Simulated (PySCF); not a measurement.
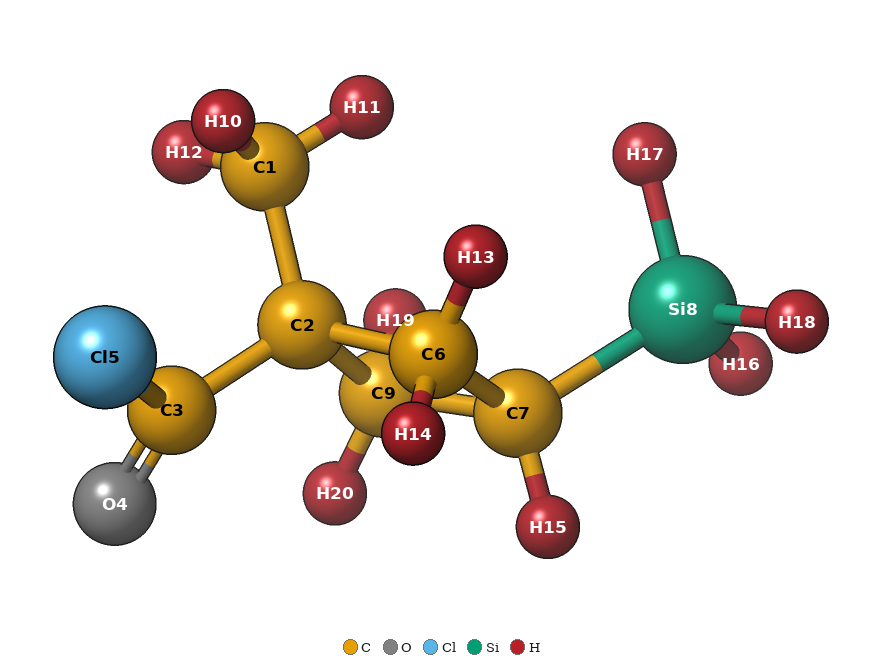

The geometry was computed by an optimisation with PBE0-D3(BJ)/def2-SVP. No frequency run is at hand to confirm it as a minimum. Method: GIAO PBE0/pcSseg-1 NMR shielding, non-relativistic, gas phase (PySCF 2.14.0), and the same with a continuum solvent (IEF-PCM, Bondi radii x 1.2, gas-phase geometry).

How do dipole (D), HOMO–LUMO gap (eV), σ(O4) (ppm), σ(Cl5) (ppm), σ(C3) (ppm) change in cyclohexane (ε = 2.0), chloroform (ε = 4.7)?

| medium | dipole (D) | HOMO–LUMO gap (eV) | σ(O4) (ppm) | σ(Cl5) (ppm) | σ(C3) (ppm) |
| --- | --- | --- | --- | --- | --- |
| gas phase | 2.34 | 7.27 | −242.6 | 542.4 | −3.6 |
| cyclohexane | 2.58 | 7.21 | −232.0 | 546.9 | −5.1 |
| chloroform | 2.75 | 7.15 | −223.5 | 550.4 | −6.3 |
